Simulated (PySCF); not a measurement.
# Excited-state calculation of C2H6BF3Si

- system: C2H6BF3Si, SMILES F[SiH2]CCB(F)F
- method: TDDFT CAM-B3LYP/def2-SVPD, vertical, gas phase, core orbitals frozen in the response (PySCF 2.14.0)

The geometry comes from this level: GFN2-xTB. It belongs to a series of runs on one base structure; here: H on Si replaced by F.

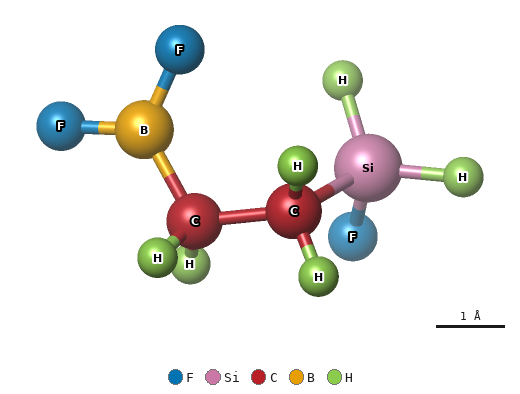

**Figure 1.** The structure as given in the input (ball-and-stick view, seen at a tilt).

**The input**
```
{"job": {"kind": "uv", "xc": "CAM-B3LYP", "basis": "def2-SVPD", "nstates": 8, "ntriplets": 3}, "charge": 0, "multiplicity": 1}
F      1.518951     0.940210    -1.744895
Si     1.524409     0.888162    -0.129930
C      0.612139    -0.710962     0.336348
C     -0.789714    -0.803168    -0.286129
B     -1.831989     0.229809     0.283638
F     -1.589555     1.029360     1.304945
F     -3.049147     0.358467    -0.207595
H      2.930786     0.816502     0.239667
H      0.847226     2.108314     0.271628
H      0.528771    -0.790846     1.420192
H      1.199070    -1.571291     0.006202
H     -1.188972    -1.813268    -0.141285
H     -0.716362    -0.680803    -1.370512
```

The first line tells a small driver script what to run in PySCF; the rest is the geometry in Å.

Run on 1 CPU thread, shared host.

Launch command:
```bash
OMP_NUM_THREADS=1 python <driver script> task.json out
```

**Output**
```
coarse grid: 11864 points
cycle   1  E = -693.1845430455  dE =  6.340e-01  |g| = 7.910e-01  |ddm| = 4.677e+00
cycle   2  E = -693.1459360936  dE =  3.861e-02  |g| = 1.001e+00  |ddm| = 1.603e+00
cycle   3  E = -693.3002460794  dE = -1.543e-01  |g| = 6.226e-02  |ddm| = 7.335e-01
cycle   4  E = -693.3008806564  dE = -6.346e-04  |g| = 3.207e-02  |ddm| = 1.190e-01
cycle   5  E = -693.3010893873  dE = -2.087e-04  |g| = 7.815e-03  |ddm| = 3.699e-02
cycle   6  E = -693.3010992487  dE = -9.861e-06  |g| = 2.110e-03  |ddm| = 9.499e-03
final grid: 112600 points
cycle   7  E = -693.3906121657  dE = -4.293e-05  |g| = 3.910e-03  |ddm| = 5.589e-02
cycle   8  E = -693.3906115911  dE =  5.746e-07  |g| = 4.533e-03  |ddm| = 7.839e-03
cycle   9  E = -693.3906148525  dE = -3.261e-06  |g| = 3.171e-04  |ddm| = 3.383e-03
cycle  10  E = -693.3906148654  dE = -1.292e-08  |g| = 1.782e-04  |ddm| = 5.659e-04
cycle  11  E = -693.3906148718  dE = -6.349e-09  |g| = 3.328e-05  |ddm| = 2.001e-04
cycle  12  E = -693.3906148720  dE = -1.999e-10  |g| = 9.062e-06  |ddm| = 4.309e-05
```

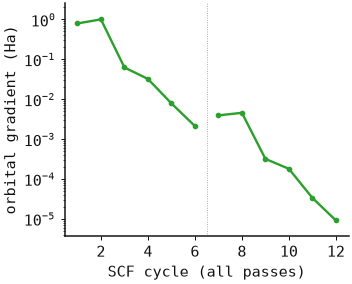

**Figure 2.** Convergence of the self-consistent field: orbital gradient against the SCF cycle. The dotted line marks the change from a coarse to the final integration grid. The first 6 cycles use a coarse grid, the final grid takes over at cycle 7, and the field converges after 12 cycles in all.

```
converged SCF energy = -693.3906148720

Static polarisability (au): isotropic 61.399, principal 54.634 60.367 69.196

Singlet excitations
state   eV       nm        f      main configurations
  1   7.6753    161.5   0.01237   H->L 0.63, H->L+2 0.26
  2   8.0802    153.4   0.00743   H->L+2 0.39, H->L+1 0.37
  3   8.3235    149.0   0.01567   H-1->L+2 0.42, H-1->L 0.35
  4   8.3622    148.3   0.02773   H->L+2 0.28, H->L+1 0.17, H->L 0.17
  5   8.5080    145.7   0.00653   H->L+1 0.31, H-2->L+1 0.25, H-1->L+1 0.14
  6   8.9727    138.2   0.02092   H-1->L 0.26, H-2->L 0.19, H-1->L+2 0.14
  7   9.1193    136.0   0.00716   H-2->L 0.45, H-1->L+1 0.13, H-1->L+2 0.09
  8   9.2437    134.1   0.03029   H->L+3 0.50, H-1->L 0.10, H-1->L+2 0.09

Triplet excitations (Tamm-Dancoff, eV): 7.3123 7.4538 7.7404
```

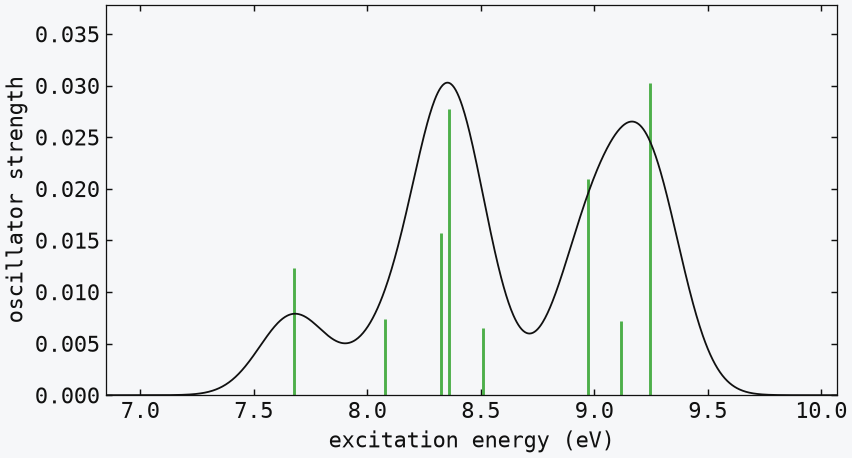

**Figure 3.** Computed excitations as sticks (degenerate states added up, dark ones marked on the axis), with a Gaussian envelope of 0.35 eV full width at half maximum, scaled to the tallest. Of the 8 states the lowest lies at 7.68 eV (f = 0.012); the strongest line is at 9.24 eV, or 134 nm (f = 0.030).

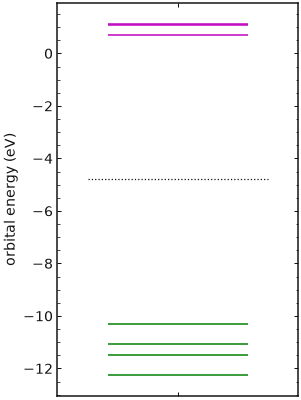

**Figure 4.** Orbital energies near the frontier; the dotted line parts filled from empty levels, and levels within 0.02 eV of each other stand side by side. Highest filled −10.31 eV, lowest empty 0.71 eV, 11.02 eV apart.

**Results in brief**

- outcome: converged
- total energy: −693.390615 hartree
- HOMO: −10.31 eV
- LUMO: 0.71 eV
- dipole moment: 2.23 D
- mean polarisability: 61.40 a.u.
- lowest singlet excitation: 7.68 eV
- wall time: 46 s
- peak memory: 0.9 GiB
